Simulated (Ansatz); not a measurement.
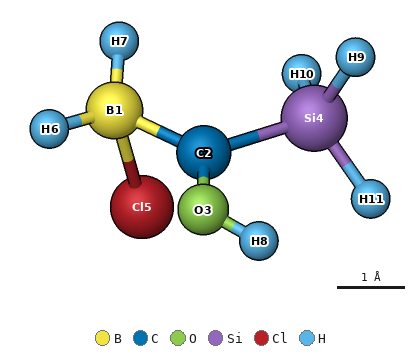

*The input geometry (ball-and-stick view, seen at a tilt; atoms are numbered from 1 in the order of the input).*

Bond lengths as drawn: B–C 1.56 Å, B–Cl 1.99 Å, B–H 1.19 to 1.20 Å, C–O 1.32 Å, C–Si 1.90 Å, H–O 0.97 Å and H–Si 1.47 to 1.49 Å.

# Single-point calculation of CH$_{6}$BClOSi

System: CH$_{6}$BClOSi.
Method: RKS PBE0-D4/def2-TZVPP (Ansatz 0.2.0).

The geometry comes from this level: PBE0-D4/def2-TZVP.

### Log
```
Functional definition: PBE0
  name "PBE0"
  cite "Adamo & Barone, J. Chem. Phys. 110, 6158 (1999) doi:10.1063/1.478522"
  cite "Perdew, Burke & Ernzerhof, Phys. Rev. Lett. 77, 3865 (1996) doi:10.1103/PhysRevLett.77.3865"
  parent pbe
  parameter a = 0.25
  parameter kappa = 0.804
  parameter beta = 0.06672455060314922
  exchange = (1 - a)*pbe_x(kappa = kappa, mu = beta*pi^2/3) + a*exact_x
  correlation = pbe_c(beta = beta)
1470 factors; their error is unknown
mean field evaluation 1: about -24242.7794 eV, gradient 4.7e1 eV
mean field evaluation 2: about -24237.2204 eV, gradient 7.0e1 eV
mean field evaluation 4: about -24247.7559 eV, gradient 4.4e0 eV
mean field evaluation 8: about -24247.8466 eV, gradient 3.5e-1 eV
mean field evaluation 16: about -24247.8467 eV, gradient 5.1e-5 eV
mean field -24247.84671645 eV, -891.0919310488 hartree, gradient 5.1e-5 eV, S^2 0.000000; 0 other end points of the search recorded, 0 dependent functions left out
reference -24247.84675169 eV, -891.0919323439 hartree; 28, 28 occupied and 233, 233 virtual orbitals, 1470 factors
Total energy: -24248.08130921 eV, -891.1005521737 hartree
```

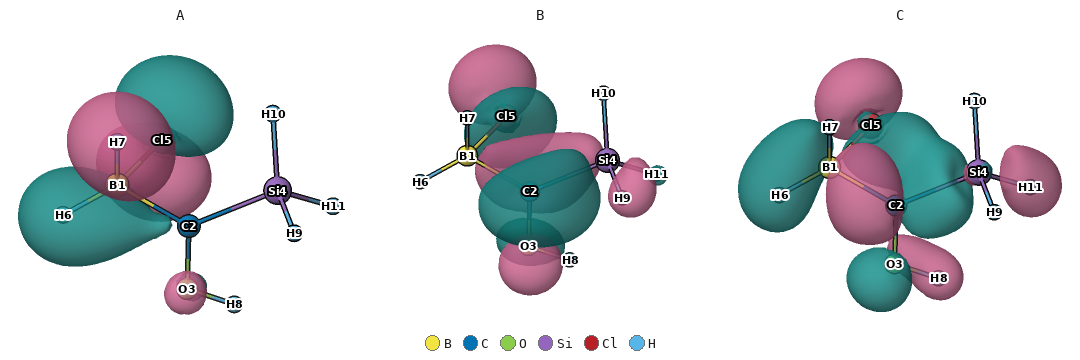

*Three frontier orbitals at ±0.1 Å⁻³ᐟ² (teal and pink are the two phases).*

C is the HOMO−1 (−8.59 eV). Its weight (Hirshfeld) is mainly on C2 (25 %), Cl5 (20 %), B1 (20 %), O3 (10 %) and H6 (10 %). A is the HOMO (−8.28 eV). By Hirshfeld shares it lies mainly on Cl5 (50 %), B1 (20 %), H7 (15 %) and H6 (10 %). B is the LUMO (−1.83 eV). By Hirshfeld shares it lies mainly on C2 (40 %), Cl5 (25 %), O3 (10 %) and Si4 (10 %). The HOMO–LUMO gap is 6.45 eV between the orbital energies.

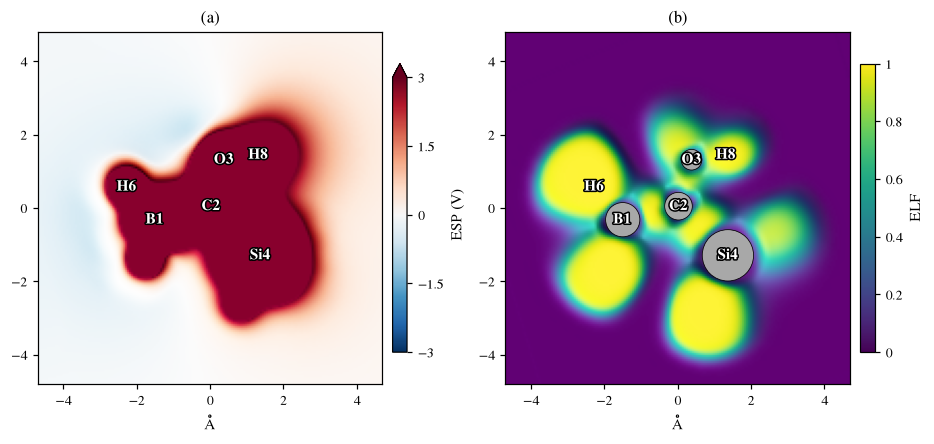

*(a) electrostatic potential; (b) electron localisation function on the plane of atoms B1, C2 and Si4. Grey discs, where drawn, cover atomic cores.*

The section cuts through B, C, O, Si and H sites. C–Si (1.90 Å): the ELF peaks at about 1 between the atoms, as expected for localised, shared-pair bonding. O–H (0.97 Å): the ELF climbs to about 1 towards the hydrogen, as it does in any bond to H (a covalent bond by its length).

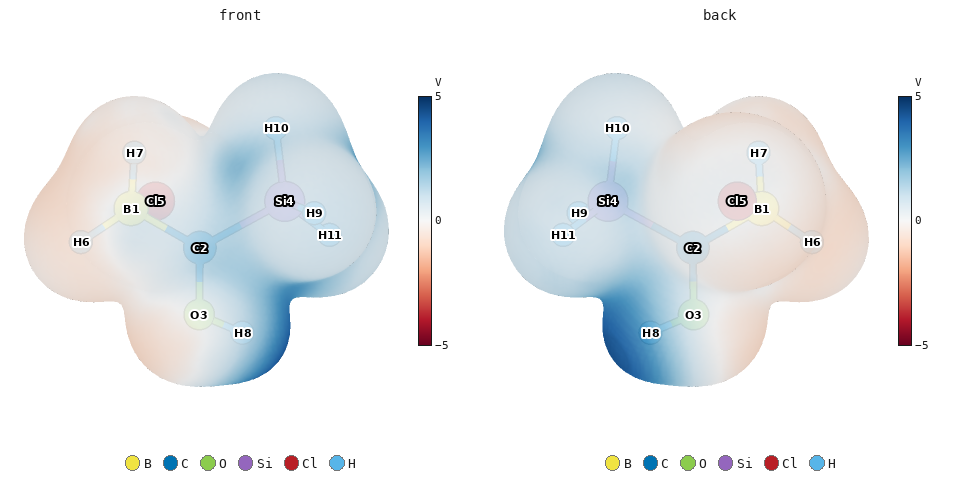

*The molecular electrostatic potential painted on the density surface at 0.004 e/bohr³, seen face on and from behind; red is negative and blue positive.*

A positive charge is drawn to the negative regions and a negative charge to the positive ones.

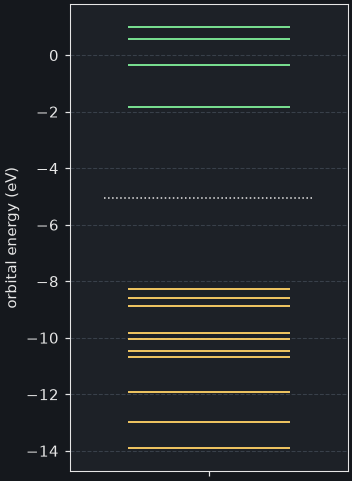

*Orbital energies near the frontier; the dotted line parts filled from empty levels, and levels within 0.02 eV of each other stand side by side.*

Highest filled −8.28 eV, lowest empty −1.83 eV, 6.45 eV apart.

This output came from the following input.

### Input
```yaml
crystal:
  periodic: [false, false, false]
  atoms:
    - {symbol: B, position_ang: [-0.632829, 1.538413, 0.049218]}
    - {symbol: C, position_ang: [-0.396690, 0.018274, 0.333744]}
    - {symbol: O, position_ang: [-1.284703, -0.649387, 1.043719]}
    - {symbol: Si, position_ang: [1.196318, -0.860171, -0.215962]}
    - {symbol: Cl, position_ang: [-1.167430, 0.568235, -1.609313]}
    - {symbol: H, position_ang: [-1.593182, 2.042720, 0.550225]}
    - {symbol: H, position_ang: [0.335277, 2.194986, -0.206377]}
    - {symbol: H, position_ang: [-1.145991, -1.605266, 0.995824]}
    - {symbol: H, position_ang: [2.036437, -0.975408, 1.006804]}
    - {symbol: H, position_ang: [1.890756, -0.096293, -1.268937]}
    - {symbol: H, position_ang: [0.827537, -2.233301, -0.658544]}
basis:
  gaussian: {orbitals: def2-TZVPP}
hamiltonian: {xc: pbe0, dispersion: d4}
output: {orbitals: {seedname: orbitals}}
```

Launch command:
```bash
ansatz run in.yaml --threads 4 --pin off --events-out ev --progress --plain --max-ram 10444MiB
```

### Summary

```csv
quantity,value
outcome,converged
total energy,−24248.0813 eV
mean-field energy,−24247.8468 eV
dispersion energy,−0.2346 eV
SCF solution under orbital rotations,stable
HOMO,−8.28 eV
LUMO,−1.83 eV
hardware,"4 threads of Arm Neoverse V2, 23 GiB of memory available, shared host"
wall time,2.8 s (CPU time 10 s)
peak memory,0.7 GiB
```
